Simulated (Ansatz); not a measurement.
| atom | x (Å) | y (Å) | z (Å) |
| --- | --- | --- | --- |
| Ge | 0.5978 | -1.1915 | -1.3389 |
| Ge | 0.2820 | 1.0183 | 1.3973 |
| O | -1.4694 | 1.3297 | 1.5001 |
| O | 0.2239 | -0.2193 | 0.1033 |
| H | 0.4307 | -2.6199 | -0.6065 |
| H | -1.9837 | 0.7870 | 0.8869 |

Geometry: PBE0-D3(BJ)/def2-SVP.

Method: isolated molecule in a Gaussian basis; Kohn-Sham density functional theory, functional PBE0 (Ansatz).

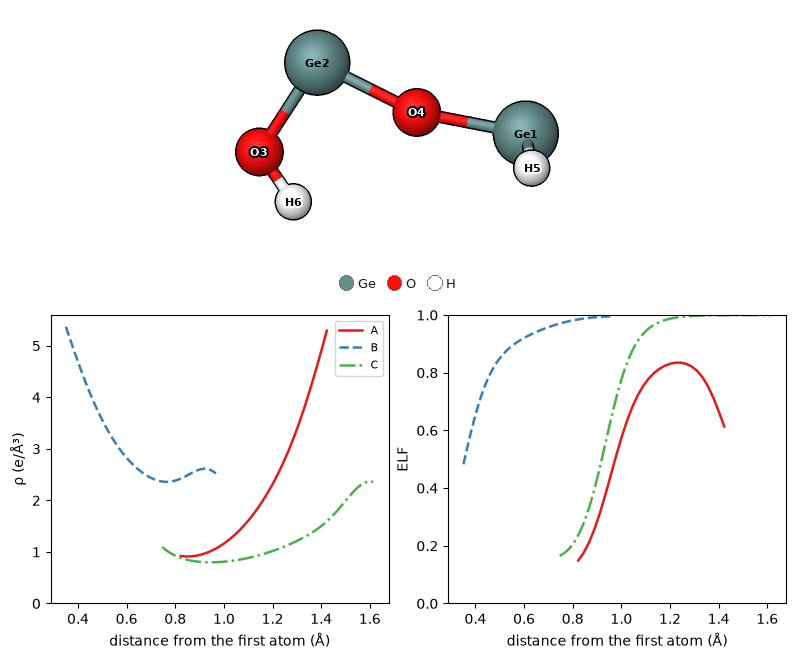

Ge2H2O2 (SMILES [H]/[O+]=[Ge-]\[O+]=[Ge-]\[H]). Total electron density and ELF along straight lines between neighbouring atoms. The curves leave out the atomic cores. The structure is drawn too.

**Which curve belongs to which contact (Ge–H, Ge–O and O–H)? The first atom named is at distance zero.**

Curve A: Ge–O (1.78 Å): ρ is about 0.93 e/Å³ halfway; the ELF peaks at about 0.85 in the valence shell of O, 0.6 Å from its nucleus, and is about 0.25 at the midpoint. Curve B: O–H (0.97 Å): the density is about 3.7 e/Å³ at the midpoint; the ELF climbs to about 1 towards the hydrogen, as it does in any bond to H: a covalent bond by its length. Curve C: Ge–H (1.61 Å): ρ is about 0.91 e/Å³ halfway; the ELF climbs to about 1 towards the hydrogen.
